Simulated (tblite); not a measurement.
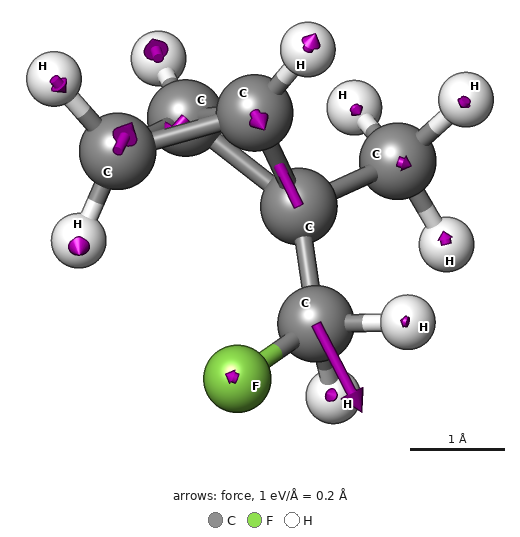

Starting geometry of C₆H₉F with the computed forces as purple arrows. A ball-and-stick model, seen at a tilt.

These are results of GFN2-xTB geometry optimisation, gas phase (tblite 0.8.0), not measurements. 

Question: Is this structure relaxed? If not, where do the atoms go?

Answer: It isn't relaxed: the largest force vector, on a C atom, is 5.71 eV/Å. The final displacements have little in common with the starting forces (cosine between the two patterns 0.10). The atom that moves furthest after the best rigid fit is the F atom (1.90 Å). By element the largest moves are F 1.90 Å, H 1.86 Å, C 0.31 Å. Among the contacts that change: C–C 1.403 → 1.517 Å, C–C 1.408 → 1.493 Å, C–C 1.564 → 1.502 Å, C–H 1.139 → 1.091 Å. Among the angles between lasting bonds that change: C–C–H 105.3° → 121.0°, C–C–F 125.6° → 110.2°, C–C–C 108.7° → 122.3°. Groups turn about C–C by about 55°. Over 174 geometry steps the energy falls by 145.3 kJ/mol. Cost: 0.74 s on 1 thread of Arm Neoverse V2, on a shared host.
